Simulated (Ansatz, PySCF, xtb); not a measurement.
Potential energy curve for GeLi (anion, charge -1), lowest triplet found (which spin is the ground state isn't settled by this scan).

- UKS-B3LYP/6-31G* = unrestricted B3LYP/6-31G*, spherical d (PySCF)
- ROCCSD(T) = CCSD(T) on ROHF/aug-cc-pVDZ, cores with 3d frozen (Ansatz, a first-principles code)
- GFN1-xTB (xtb)
- ROMP2 = Ansatz with MP2 on ROHF/aug-cc-pVDZ, cores with 3d frozen

Energies are in kcal/mol, each relative to the lowest point of its own curve between 2.17 and 3.15 Å, where full CI is lowest.

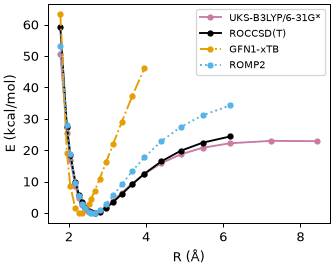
*Energy against bond length for each method.*

```csv
R / Å,UKS-B3LYP/6-31G*,ROCCSD(T),GFN1-xTB,ROMP2
1.78,50.7,59.1,63.5,53.4
1.95,25.5,27.4,19.1,27.9
2.04,16.9,18.6,8.5,18.7
2.17,8.5,9.8,1.4,9.6
2.26,4.8,5.9,0.0,5.5
2.34,2.6,3.4,0.1,2.9
2.41,1.3,1.9,0.9,1.5
2.51,0.3,0.6,2.9,0.3
2.57,0.0,0.2,4.3,0.0
2.67,0.0,0.0,7.0,0.1
2.80,0.6,0.4,10.9,1.0
2.97,2.0,1.7,16.3,3.0
3.15,3.9,3.5,22.0,5.6
3.37,6.4,6.0,29.0,9.1
3.64,9.4,9.1,37.1,13.3
3.96,12.5,12.5,46.2,17.8
4.40,15.9,16.5,—,22.9
4.90,18.7,19.8,—,27.4
5.47,20.8,22.4,—,31.1
6.18,22.2,24.4,—,34.3
7.24,23.0,—,—,—
8.43,22.9,—,—,—
```

Dashes: no converged value, or the column stops at the first point that the program doubted or that broke a chosen test of continuity, which isn't proof of a fault.

The unrestricted determinant behind UKS-B3LYP/6-31G* is spin-contaminated at 1.78 to 8.43 Å (<S²> up to 2.7, against 2.00 for a pure triplet). Where the anion isn't bound against loss of the electron, the finite basis alone holds it. The T1 diagnostic of CCSD on the restricted reference of ROCCSD(T), ROMP2 exceeds 0.045 at 1.78 to 6.18 Å.
